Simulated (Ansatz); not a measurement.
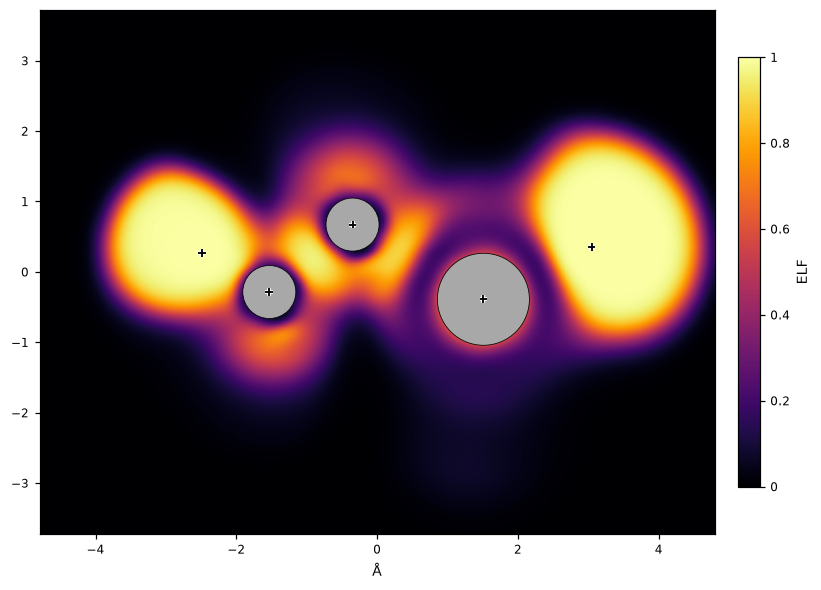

The ELF on a plane through atoms (crosses mark nuclei in the plane; grey discs cover the cores).

All numbers below come from isolated molecule in a Gaussian basis; Kohn-Sham density functional theory, functional PBE0 (Ansatz 0.2.0).

Candidates:
A. AlBFP (SMILES [F][Al][B-]#P) (charge −1, doublet)
B. C₂H₆ClFSn
C. F₂H₃NSi₂ (SMILES F[Si]N[SiH2]F)

Question: Which candidate gave the map?

Answer: Candidate B: C₂H₆ClFSn on the plane of atoms C1, C2 and Sn5, which holds C, Sn and H. C–C (1.52 Å): the ELF peaks at about 0.95 between the atoms; localised, covalent bonding. C–Sn (2.14 Å): the ELF peaks at about 0.90 in the valence shell of C, 0.7 Å from its nucleus, and drops to about 0.20 between the two atoms.
